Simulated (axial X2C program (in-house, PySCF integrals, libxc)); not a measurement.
# Linear AlOH⁻ at several levels

Aim: the two bond lengths and stretching wavenumbers of linear AlOH⁻, with and without spin–orbit coupling, at PBE0, HF, B3LYP, MP2.

Computed with an in-house X2C program for linear molecules on PySCF integrals. Level: all-electron X2C, two-component (2c) or spin-free, Al dyall-v3z, O dyall-av3z, H dyall-v3z.

All values are calculated.

2 further runs of the same task are left out: 2 set aside as unsound or not needed.

### 1 The job

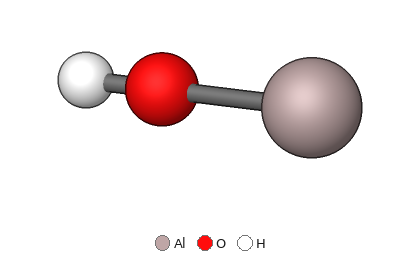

The atoms on one line, bonds 1.890 and 0.960 Å (aluminium light grey, oxygen red, hydrogen white).

task.json

```json
{
 "zs": [
  13,
  8,
  1
 ],
 "q": -1,
 "bas": [
  "dyall-v3z",
  "dyall-av3z",
  "dyall-v3z"
 ],
 "r0": [
  1.89,
  0.96
 ],
 "symm": 0,
 "scan": [
  "PBE0",
  "HF",
  "B3LYP"
 ],
 "levels": [
  "PBE0",
  "HF",
  "BHandHLYP"
 ],
 "nst": 2
}
```

Keys: zs atomic numbers; q charge; bas basis sets; r0 starting distance in Å; symm equal bonds; scan levels of the two-bond scan (MP2 follows by itself at each HF point); levels methods; nst determinants followed.

Started as:

```bash
$ python solin.py task.json out
```

Masses Al 26.982, O 15.995, H 1.008 u.

### 2 Scan at PBE0, 2c

State: Ω = 1/2 (beyond evenly filled blocks: ω = 1/2). Energies above the lowest point, from the job's result record:

| r(Al–O) (Å) | r(O–H) (Å) | E (meV) |
| --- | --- | --- |
| 1.7014 | 0.9253 | 31.84 |
| 1.7014 | 0.9490 | 17.63 |
| 1.7014 | 0.9727 | 35.00 |
| 1.7450 | 0.9253 | 14.93 |
| 1.7450 | 0.9490 | 0.00 |
| 1.7450 | 0.9727 | 16.65 |
| 1.7450 | 0.9964 | 59.98 |
| 1.7886 | 0.9253 | 31.98 |
| 1.7886 | 0.9490 | 16.33 |
| 1.7886 | 0.9727 | 32.26 |
| 1.8323 | 0.9490 | 58.86 |
| 1.8323 | 0.9964 | 116.03 |

A quadratic surface with cubic terms in each bond gives the minimum at 1.744 and 0.948 Å, force constants 2.88, 9.08 and coupling -0.11 mdyn/Å.

### 3 Scan at HF, 2c

State: Ω = 1/2 (beyond evenly filled blocks: ω = 1/2). Energies above the lowest point, from the job's result record:

| r(Al–O) (Å) | r(O–H) (Å) | E (meV) |
| --- | --- | --- |
| 1.7014 | 0.9253 | 0.00 |
| 1.7014 | 0.9490 | 12.76 |
| 1.7014 | 0.9727 | 57.61 |
| 1.7450 | 0.9253 | 1.23 |
| 1.7450 | 0.9490 | 13.11 |
| 1.7450 | 0.9727 | 57.08 |
| 1.7450 | 0.9964 | 128.22 |
| 1.7886 | 0.9253 | 35.74 |
| 1.7886 | 0.9490 | 46.75 |
| 1.7886 | 0.9727 | 89.83 |
| 1.8323 | 0.9490 | 105.68 |
| 1.8323 | 0.9964 | 217.17 |

A quadratic surface with cubic terms in each bond gives the minimum at 1.722 and 0.929 Å, force constants 3.17, 10.3 and coupling -0.14 mdyn/Å.

### 4 Scan at B3LYP, 2c

State: Ω = 1/2 (beyond evenly filled blocks: ω = 1/2). Energies above the lowest point, from the job's result record:

| r(Al–O) (Å) | r(O–H) (Å) | E (meV) |
| --- | --- | --- |
| 1.7014 | 0.9253 | 44.56 |
| 1.7014 | 0.9490 | 26.43 |
| 1.7014 | 0.9727 | 39.46 |
| 1.7450 | 0.9253 | 18.81 |
| 1.7450 | 0.9490 | 0.00 |
| 1.7450 | 0.9727 | 12.37 |
| 1.7450 | 0.9964 | 51.07 |
| 1.7886 | 0.9253 | 27.21 |
| 1.7886 | 0.9490 | 7.73 |
| 1.7886 | 0.9727 | 19.43 |
| 1.8323 | 0.9490 | 41.84 |
| 1.8323 | 0.9964 | 90.28 |

A quadratic surface with cubic terms in each bond gives the minimum at 1.756 and 0.951 Å, force constants 2.72, 8.78 and coupling -0.10 mdyn/Å.

### 5 Comparison

| level | r(Al–O) (Å) | r(O–H) (Å) | lower stretch (cm⁻¹) | upper stretch (cm⁻¹) |
| --- | --- | --- | --- | --- |
| PBE0, 2c | 1.744 | 0.948 | 683.1 | 4038.0 |
| HF, 2c | 1.722 | 0.929 | 717.5 | 4309.9 |
| B3LYP, 2c | 1.756 | 0.951 | 663.9 | 3969.9 |
| MP2, 2c | 1.760 | 0.951 | 666.1 | 4007.2 |
| PBE0, spin-free | 1.744 | 0.948 | 683.0 | 4037.9 |
| HF, spin-free | 1.721 | 0.929 | 717.4 | 4309.9 |
| B3LYP, spin-free | 1.755 | 0.951 | 664.0 | 3970.0 |
| MP2, spin-free | 1.759 | 0.951 | 666.2 | 4007.2 |

Scans not shown above were run alike.

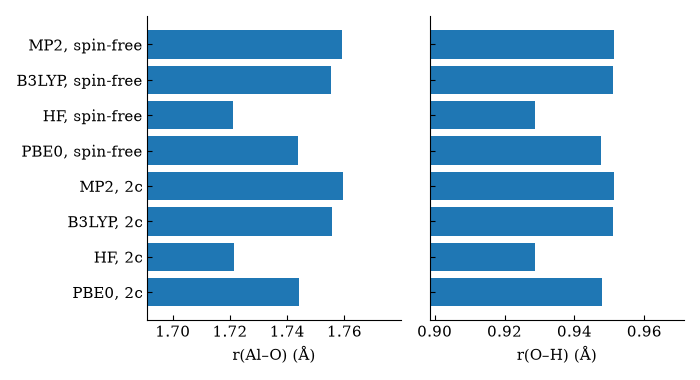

The two bond lengths by level.

**Reading.** Over the levels the Al–O bond spans 1.721 to 1.760 Å and the O–H bond 0.929 to 0.951 Å. At PBE0 spin–orbit coupling leaves both bonds unchanged to 0.001 Å. Each state is one determinant, the lowest of a limited PBE0 search; the stretches come from a fit to few points and are good to some per cent at best. MP2 freezes inner shells (threshold -2 hartree). For an anion the highest level of a functional can be positive, and the basis then holds the extra electron. The molecule was held linear; bending was not examined, so a bent shape may lie lower. Note: functional without a current term on a determinant with orbital currents, of the molecule or an atom.
